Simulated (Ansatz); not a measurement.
# H₃S+ (triplet): one geometry, many settings at distance S1–H3 = 2.785 Å

Aim: run H₃S+ (triplet) at one geometry under a spread of methods and options, and see what each costs and gives.

The runs use Ansatz 0.2.0, Gaussian basis; the settings change from run to run.

23 further runs of the same task are left out: 1 for a mislabelled method, 16 that didn't finish, 6 set aside as unsound or not needed.

### Step 1. What is computed

The geometry derives from a PBE0/def2-TZVP stationary point (not a proven minimum). One bond is set to the value named and the two fragments are kept rigid.

4 atoms, charge 1, spin multiplicity 3.

Atoms are counted from 1 here; the program's logs count them from 0.

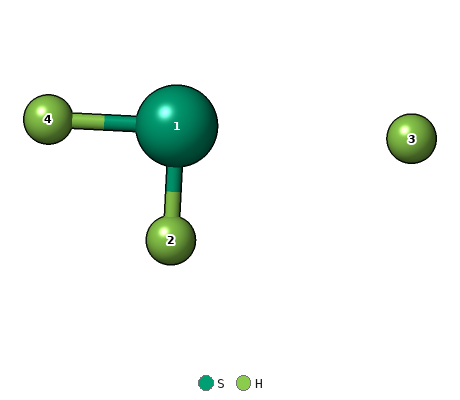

The geometry (sulfur teal, hydrogen green); atoms are numbered from 1 in the order of the file.

### Step 2. MP2 on ROHF/def2-mTZVP

in.yaml reads:

```yaml
crystal:
  periodic: [false, false, false]
  atoms:
    - {symbol: S, position_ang: [0.000000, -0.039150, -0.036334]}
    - {symbol: H, position_ang: [0.000000, 1.318330, -0.036334]}
    - {symbol: H, position_ang: [0.000000, -0.035648, 2.748664]}
    - {symbol: H, position_ang: [0.000000, -0.037239, -1.556461]}
basis:
  gaussian: {orbitals: def2-mTZVP}
total_charge: 1
magnetization: {spin_polarized: false, initial_magnetization: 2}
correlation: {method: mp2, electrons: outside_noble_gas}
scf: {lower_state_search: off}
```

Command:

```sh
$ ansatz run in.yaml --threads 1 --pin off --events-out ev --progress --plain --max-ram 2393MiB
```

Log:

```text
Functional definition: HF
  name "HF"
  cite "Fock, Z. Phys. 61, 126 (1930) doi:10.1007/BF01340294"
  parent pbe
  exchange = exact_x
  correlation = 0
these checks for a lower state are left out or cut short: stability, starts, cluster_reference, orbital_swaps, neighbouring_geometries, increment
303 factors; integrals over basis functions are off by at most 8.6e-4 eV
mean field evaluation 1: about -10851.7110 eV, gradient 1.1e1 eV
mean field evaluation 2: about -10851.7125 eV, gradient 1.1e1 eV
mean field evaluation 4: about -10852.8160 eV, gradient 1.1e0 eV
mean field evaluation 8: about -10852.8252 eV, gradient 1.7e-3 eV
mean field -10852.82522238 eV, -398.8339706134 hartree, gradient 2.1e-6 eV, S^2 2.000000; 0 other end points of the search recorded, 0 dependent functions left out
5 core orbitals not correlated: weight in the atoms' cores, before any rotation towards them, 1.000 or more for the frozen orbitals, at most 0.000 for the correlated occupied ones
reference -10852.82522238 eV, -398.8339706134 hartree; 5, 3 occupied and 21, 23 virtual orbitals, 303 factors
second order -3.02899844 eV of doubles, -0.08547223 eV of singles
Total energy: -10855.93969306 eV, -398.9484252996 hartree
Checks for a lower state left out: stability, starts, cluster_reference, orbital_swaps, neighbouring_geometries, increment
```

Run time: 0.37 s. Hardware: 1 thread of AMD EPYC, shared host.

### Step 3. NEVPT4(SD)(4,3)/cc-pVDZ

Changes to in.yaml since step 2:

```diff
@@ -8,6 +8,6 @@
 basis:
-  gaussian: {orbitals: def2-mTZVP}
+  gaussian: {orbitals: cc-pVDZ, fitting: {mean_field: def2-universal-jkfit}}
 total_charge: 1
 magnetization: {spin_polarized: false, initial_magnetization: 2}
-correlation: {method: mp2, electrons: outside_noble_gas}
-scf: {lower_state_search: off}
+hamiltonian: {pseudopotentials: {relativity: scalar}}
+correlation: {method: fic_nevpt4_sd, electrons: outside_noble_gas, active_space: {window: {electrons: 4, orbitals: 3}}}
```

The command is unchanged.

Log:

```text
Functional definition: HF
  name "HF"
  cite "Fock, Z. Phys. 61, 126 (1930) doi:10.1007/BF01340294"
  parent pbe
  exchange = exact_x
  correlation = 0
182 factors; integrals over basis functions are off by at most 6.5e-1 eV
mean field evaluation 1: about -10878.1176 eV, gradient 1.1e1 eV
mean field evaluation 2: about -10879.0045 eV, gradient 3.1e0 eV
mean field evaluation 4: about -10879.0746 eV, gradient 3.0e-1 eV
mean field -10879.07616979 eV, -399.7986751370 hartree, gradient 7.5e-7 eV, S^2 2.000000; 0 other end points of the search recorded, 0 dependent functions left out
reference -10879.07616979 eV, -399.7986751370 hartree; 10, 8 occupied and 23, 25 virtual orbitals, 182 factors
state -10879.07616979 eV, -399.7986751370 hartree
state -10879.07616979 eV, -399.7986751370 hartree; corrected -10883.16435447 eV, -399.9489131529 hartree
WARN: 1 active orbitals are nearly empty or full. The corrections depend on them more than the energy does, and are more stable in an active space without them
Total energy: -10883.16435447 eV, -399.9489131529 hartree
Relativity: scalar
```

Run time: 1.3 s. Hardware: 1 thread of AMD EPYC, shared host.

From the report: 4 determinants; active occupations 2.00, 1.00, 1.00. The report marks this result as in doubt.

### Step 4. HF/6-31++G**

in.yaml reads:

```yaml
crystal:
  periodic: [false, false, false]
  atoms:
    - {symbol: S, position_ang: [0.000000, -0.039150, -0.036334]}
    - {symbol: H, position_ang: [0.000000, 1.318330, -0.036334]}
    - {symbol: H, position_ang: [0.000000, -0.035648, 2.748664]}
    - {symbol: H, position_ang: [0.000000, -0.037239, -1.556461]}
basis:
  gaussian: {orbitals: "6-31++G**"}
total_charge: 1
magnetization: {spin_polarized: true, initial_magnetization: 2}
hamiltonian: {xc: hf}
output: {orbitals: {seedname: orbitals}}
```

Launched as before.

Log:

```text
Functional definition: HF
  name "HF"
  cite "Fock, Z. Phys. 61, 126 (1930) doi:10.1007/BF01340294"
  parent pbe
  exchange = exact_x
  correlation = 0
366 factors; integrals over basis functions are off by at most 1.4e-3 eV
mean field evaluation 1: about -10851.1856 eV, gradient 9.6e0 eV
mean field evaluation 2: about -10851.2153 eV, gradient 9.6e0 eV
mean field evaluation 4: about -10852.4150 eV, gradient 1.1e0 eV
mean field evaluation 8: about -10852.4359 eV, gradient 3.8e-3 eV
mean field -10852.43592221 eV, -398.8196640961 hartree, gradient 2.5e-5 eV, S^2 2.012196; 0 other end points of the search recorded, 0 dependent functions left out
reference -10852.43592221 eV, -398.8196640961 hartree; 10, 8 occupied and 31, 33 virtual orbitals, 366 factors
Total energy: -10852.43592221 eV, -398.8196640961 hartree
```

It took 0.52 s on 1 thread of AMD EPYC, shared host.

From the report: ⟨S²⟩ of the determinant 2.012 (pure triplet: 2.00).

### Step 5. BCCD on UHF/aug-cc-pVDZ

Changes to in.yaml since step 4:

```diff
@@ -8,6 +8,5 @@
 basis:
-  gaussian: {orbitals: "6-31++G**"}
+  gaussian: {orbitals: aug-cc-pVDZ, point_charges: [{charge: 1.00, position_ang: [4.623, -0.581, -0.401]}]}
 total_charge: 1
 magnetization: {spin_polarized: true, initial_magnetization: 2}
-hamiltonian: {xc: hf}
-output: {orbitals: {seedname: orbitals}}
+correlation: {method: bccd, electrons: outside_noble_gas, diis_vectors: 12}
```

Same command.

Log, cut to the lines that bear on the results:

```text
Functional definition: HF
  name "HF"
  cite "Fock, Z. Phys. 61, 126 (1930) doi:10.1007/BF01340294"
  parent pbe
[...]
532 factors; integrals over basis functions are off by at most 1.4e-3 eV
[...]
mean field -10850.19765504 eV, -398.7374092946 hartree, gradient 2.2e-6 eV, S^2 2.013629; 1 other end points of the search recorded, 0 dependent functions left out
determinant -10850.19765504 eV, -398.7374092946 hartree, with singles and doubles -10854.27207960 eV, -398.8871416356 hartree
determinant -10847.21786327 eV, -398.6279039667 hartree, with singles and doubles -10851.31859518 eV, -398.7786030848 hartree
5 core orbitals not correlated: weight in the atoms' cores, before any rotation towards them, 1.000 or more for the frozen orbitals, at most 0.000 for the correlated occupied ones
reference -10850.19765504 eV, -398.7374092946 hartree; 5, 3 occupied and 44, 46 virtual orbitals, 532 factors
second order -3.35375120 eV of doubles, -0.00000000 eV of singles
cycle   1  -4.06777010 eV  change   -9.5e-2 eV  update   1.3e-2
[...]
cycle  10  -4.07304514 eV  change    3.1e-7 eV  update   5.8e-6
Total energy: -10854.27070018 eV, -398.8870909428 hartree
```

Run time: 4.8 s. Hardware: 1 thread of AMD EPYC, shared host.

From the report: ⟨S²⟩ of the determinant 2.014 (pure triplet: 2.00); correlation -4.0730 eV; largest double amplitude 0.04.

### Step 6. NEVPT2(6,7)/cc-pVDZ

in.yaml reads:

```yaml
crystal:
  periodic: [false, false, false]
  atoms:
    - {symbol: S, position_ang: [0.000000, -0.039150, -0.036334]}
    - {symbol: H, position_ang: [0.000000, 1.318330, -0.036334]}
    - {symbol: H, position_ang: [0.000000, -0.035648, 2.748664]}
    - {symbol: H, position_ang: [0.000000, -0.037239, -1.556461]}
basis:
  gaussian: {orbitals: cc-pVDZ, point_charges: [{charge: 1.00, position_ang: [4.386, -0.729, 0.822]}]}
total_charge: 1
magnetization: {spin_polarized: false, initial_magnetization: 2}
correlation: {method: sc_nevpt2, electrons: valence, active_space: {window: {electrons: 6, orbitals: 7}}}
```

Launched as before.

Log:

```text
Functional definition: HF
  name "HF"
  cite "Fock, Z. Phys. 61, 126 (1930) doi:10.1007/BF01340294"
  parent pbe
  exchange = exact_x
  correlation = 0
326 factors; integrals over basis functions are off by at most 1.4e-3 eV
mean field evaluation 1: about -10848.9250 eV, gradient 1.1e1 eV
mean field evaluation 2: about -10848.9547 eV, gradient 1.1e1 eV
mean field evaluation 4: about -10849.9051 eV, gradient 1.0e0 eV
mean field evaluation 8: about -10849.9134 eV, gradient 2.9e-1 eV
mean field -10849.91491285 eV, -398.7270187108 hartree, gradient 9.0e-7 eV, S^2 2.000000; 0 other end points of the search recorded, 0 dependent functions left out
reference -10849.91491285 eV, -398.7270187108 hartree; 10, 8 occupied and 23, 25 virtual orbitals, 326 factors
state -10851.19294693 eV, -398.7739855971 hartree
state -10851.19294693 eV, -398.7739855971 hartree; corrected -10853.52079110 eV, -398.8595322923 hartree
Total energy: -10853.52079110 eV, -398.8595322923 hartree
```

It took 7.5 s on 1 thread of AMD EPYC, shared host.

From the report: 1,225 determinants; active occupations 1.97, 1.96, 1.00, 1.00, 0.04, 0.02, 0.01.

### Step 7. BCCD(T) on ROHF/cc-pVDZ

in.yaml reads:

```yaml
crystal:
  periodic: [false, false, false]
  atoms:
    - {symbol: S, position_ang: [0.000000, -0.039150, -0.036334]}
    - {symbol: H, position_ang: [0.000000, 1.318330, -0.036334]}
    - {symbol: H, position_ang: [0.000000, -0.035648, 2.748664]}
    - {symbol: H, position_ang: [0.000000, -0.037239, -1.556461]}
basis:
  gaussian: {orbitals: cc-pVDZ}
total_charge: 1
magnetization: {spin_polarized: false, initial_magnetization: 2}
correlation: {method: bccd_t, electrons: outside_noble_gas}
accuracy: high
```

Launched as before.

Log, cut to the lines that bear on the results:

```text
Functional definition: HF
  name "HF"
  cite "Fock, Z. Phys. 61, 126 (1930) doi:10.1007/BF01340294"
  parent pbe
[...]
656 factors; integrals over basis functions are off by at most 3.8e-9 eV
[...]
mean field -10852.93429074 eV, -398.8379788016 hartree, gradient 8.5e-8 eV, S^2 2.000000; 1 other end points of the search recorded, 0 dependent functions left out
[...]
determinant -10852.93429074 eV, -398.8379788016 hartree, with singles and doubles -10856.99615150 eV, -398.9872494312 hartree
determinant -10849.77956751 eV, -398.7220448614 hartree, with singles and doubles -10853.89504567 eV, -398.8732858939 hartree
5 core orbitals not correlated: weight in the atoms' cores, before any rotation towards them, 1.000 or more for the frozen orbitals, at most 0.000 for the correlated occupied ones
reference -10852.93429074 eV, -398.8379788016 hartree; 5, 3 occupied and 23, 25 virtual orbitals, 656 factors
second order -3.28094005 eV of doubles, -0.08352129 eV of singles
cycle   1  -4.06353914 eV  change   -1.7e-3 eV  update   1.8e-3
[...]
cycle  21  -4.06256221 eV  change   5.3e-10 eV  update  3.5e-10
perturbative correction -0.08672734 eV, -0.0031871708 hartree
Total energy: -10857.08358028 eV, -398.9904623798 hartree
```

It took 3.7 s on 1 thread of AMD EPYC, shared host.

From the report: correlation -4.1493 eV; largest double amplitude 0.06.

### Step 8. CASSCF(10,8)/6-31G*

Changes to in.yaml since step 7:

```diff
@@ -8,6 +8,7 @@
 basis:
-  gaussian: {orbitals: cc-pVDZ}
+  gaussian: {orbitals: "6-31G*"}
 total_charge: 1
 magnetization: {spin_polarized: false, initial_magnetization: 2}
-correlation: {method: bccd_t, electrons: outside_noble_gas}
-accuracy: high
+correlation: {active_space: {window: {electrons: 10, orbitals: 8}}}
+scf: {lower_state_search: off}
+output: {forces: true}
```

The command is unchanged.

Log, cut to the lines that bear on the results:

```text
Functional definition: HF
  name "HF"
  cite "Fock, Z. Phys. 61, 126 (1930) doi:10.1007/BF01340294"
  parent pbe
[...]
263 factors; integrals over basis functions are off by at most 9.7e-4 eV
[...]
mean field -10852.01950439 eV, -398.8043610232 hartree, gradient 5.2e-6 eV, S^2 2.000000; 0 other end points of the search recorded, 0 dependent functions left out
reference -10852.01950439 eV, -398.8043610232 hartree; 10, 8 occupied and 15, 17 virtual orbitals, 263 factors
state -10853.24272641 eV, -398.8493136035 hartree
[...]
Total energy: -10853.24272641 eV, -398.8493136035 hartree
Atom 0 at     0.000000    -0.039150    -0.036334 Å, force    -0.000000     0.137964    -2.894599 eV/Å
Atom 1 at     0.000000     1.318330    -0.036334 Å, force    -0.000000     0.044443     0.229058 eV/Å
Atom 2 at     0.000000    -0.035648     2.748664 Å, force     0.000000     0.009062     0.163856 eV/Å
Atom 3 at     0.000000    -0.037239    -1.556461 Å, force     0.000000    -0.191469     2.501685 eV/Å
Dipole moment:    -0.000000     0.237640    -0.356935 e Å
Checks for a lower state left out: stability, starts, cluster_reference, orbital_swaps, neighbouring_geometries, increment
```

Run time: 2.6 s. Hardware: 1 thread of AMD EPYC, shared host.

From the report: 3,136 determinants; active occupations 2.00, 1.99, 1.97, 1.96, 1.00, 1.00, 0.05, 0.03.

### Step 9. BCCD(T) on UHF/def2-SVPD

in.yaml reads:

```yaml
crystal:
  periodic: [false, false, false]
  atoms:
    - {symbol: S, position_ang: [0.000000, -0.039150, -0.036334]}
    - {symbol: H, position_ang: [0.000000, 1.318330, -0.036334]}
    - {symbol: H, position_ang: [0.000000, -0.035648, 2.748664]}
    - {symbol: H, position_ang: [0.000000, -0.037239, -1.556461]}
basis:
  gaussian: {orbitals: def2-SVPD}
total_charge: 1
magnetization: {spin_polarized: true, initial_magnetization: 2}
hamiltonian: {pseudopotentials: {relativity: scalar}}
correlation: {method: bccd_t, electrons: outside_noble_gas}
```

Launched as before.

Log, cut to the lines that bear on the results:

```text
Functional definition: HF
  name "HF"
  cite "Fock, Z. Phys. 61, 126 (1930) doi:10.1007/BF01340294"
  parent pbe
[...]
486 factors; integrals over basis functions are off by at most 1.5e-3 eV
[...]
mean field -10875.99913662 eV, -399.6855962539 hartree, gradient 4.1e-6 eV, S^2 2.013595; 1 other end points of the search recorded, 0 dependent functions left out
determinant -10875.99913662 eV, -399.6855962539 hartree, with singles and doubles -10880.08477695 eV, -399.8357407666 hartree
determinant -10872.87656624 eV, -399.5708439089 hartree, with singles and doubles -10876.98853484 eV, -399.7219559678 hartree
5 core orbitals not correlated: weight in the atoms' cores, before any rotation towards them, 1.000 or more for the frozen orbitals, at most 0.000 for the correlated occupied ones
reference -10875.99913662 eV, -399.6855962539 hartree; 5, 3 occupied and 41, 43 virtual orbitals, 486 factors
second order -3.36330174 eV of doubles, -0.00000000 eV of singles
cycle   1  -4.07824861 eV  change   -9.2e-2 eV  update   1.3e-2
[...]
cycle   9  -4.08384557 eV  change    2.5e-6 eV  update   7.0e-6
perturbative correction -0.10525316 eV, -0.0038679823 hartree
Total energy: -10880.18823536 eV, -399.8395427929 hartree
Relativity: scalar
```

It took 4.5 s on 1 thread of AMD EPYC, shared host.

From the report: ⟨S²⟩ of the determinant 2.014 (pure triplet: 2.00); correlation -4.1891 eV; largest double amplitude 0.05.

### Step 10. CCSDT(Q)/cc-pVDZ

Changes to in.yaml since step 9:

```diff
@@ -8,6 +8,7 @@
 basis:
-  gaussian: {orbitals: def2-SVPD}
+  gaussian: {orbitals: cc-pVDZ}
 total_charge: 1
 magnetization: {spin_polarized: true, initial_magnetization: 2}
-hamiltonian: {pseudopotentials: {relativity: scalar}}
-correlation: {method: bccd_t, electrons: outside_noble_gas}
+hamiltonian: {xc: {name: r2SCAN}}
+correlation: {method: ccsdt_q, electrons: outside_noble_gas}
+accuracy: high
```

The command is unchanged.

Log, cut to the lines that bear on the results:

```text
Functional definition: r2SCAN
  name "r2SCAN"
  cite "Furness, Kaplan, Ning, Perdew & Sun, J. Phys. Chem. Lett. 11, 8208 (2020) doi:10.1021/acs.jpclett.0c02405"
  cite "Furness, Kaplan, Ning, Perdew & Sun, J. Phys. Chem. Lett. 11, 9248 (2020) doi:10.1021/acs.jpclett.0c03077"
  parent r2scan
[...]
656 factors; integrals over basis functions are off by at most 3.8e-9 eV
[...]
mean field -10870.30566968 eV, -399.4763652030 hartree, gradient 1.1e-8 eV, S^2 2.005938; 0 other end points of the search recorded, 0 dependent functions left out
5 core orbitals not correlated: weight in the atoms' cores, before any rotation towards them, 1.000 or more for the frozen orbitals, at most 0.000 for the correlated occupied ones
reference -10852.83591926 eV, -398.8343637163 hartree; 5, 3 occupied and 23, 25 virtual orbitals, 656 factors
second order -3.34742464 eV of doubles, -0.14319589 eV of singles
cycle   1  -3.94248360 eV  change   -4.5e-1 eV  update   5.3e-2
[...]
cycle  26  -4.22875792 eV  change  -1.5e-11 eV  update  6.9e-10
perturbative correction -0.00448571 eV, -0.0001648470 hartree
Total energy: -10857.06916289 eV, -398.9899325505 hartree
```

Wall time 26 s (1 thread of AMD EPYC, shared host).

From the report: ⟨S²⟩ of the determinant 2.006 (pure triplet: 2.00); correlation -4.2332 eV; T1 0.023; largest double amplitude 0.06. The orbitals are Kohn-Sham ones, so correlation energy and T1 don't compare with those on Hartree-Fock orbitals.

### Step 11. The runs in one table

Where basis and cores are those of an earlier UCCSDT(Q)/cc-pVDZ run (-10857.1043 eV), and the state is the same kind, the miss against it is given. † marks a result that the program doubts.

```csv
level,correlated,functions,energy (eV),from UCCSDT(Q) (meV),time
MP2 on ROHF/def2-mTZVP,outside noble gas,31,-10855.9397,,0.37 s
"NEVPT4(SD)(4,3)/cc-pVDZ (relativity set) †",outside noble gas,33,-10883.1644,,1.3 s
HF/6-31++G**,,41,-10852.4359,,0.52 s
BCCD on UHF/aug-cc-pVDZ (beside a point charge),outside noble gas,54,-10854.2707,,4.8 s
"NEVPT2(6,7)/cc-pVDZ (beside a point charge)",valence,33,-10853.5208,,7.5 s
BCCD(T) on ROHF/cc-pVDZ,outside noble gas,33,-10857.0836,20.7,3.7 s
"CASSCF(10,8)/6-31G*",,25,-10853.2427,,2.6 s
BCCD(T) on UHF/def2-SVPD (relativity set),outside noble gas,51,-10880.1882,,4.5 s
CCSDT(Q)/cc-pVDZ (on r2SCAN orbitals),outside noble gas,33,-10857.0692,35.1,26 s
```

### Step 12. What came out

```
quantity                                        value
    runs                                            9
quickest               MP2 on ROHF/def2-mTZVP, 0.37 s
 slowest  CCSDT(Q)/cc-pVDZ (on r2SCAN orbitals), 26 s
```

In words: Total energies in different bases, with other cores or another treatment of relativity can't be set against each other. CCSDT(Q)/cc-pVDZ (on r2SCAN orbitals) took 69 times as long as MP2 on ROHF/def2-mTZVP; the jobs differ in more than the method. Among the correlated runs with a miss given, it spans +21 to +35 meV. Cores frozen from Kohn-Sham orbitals shift the total energy.
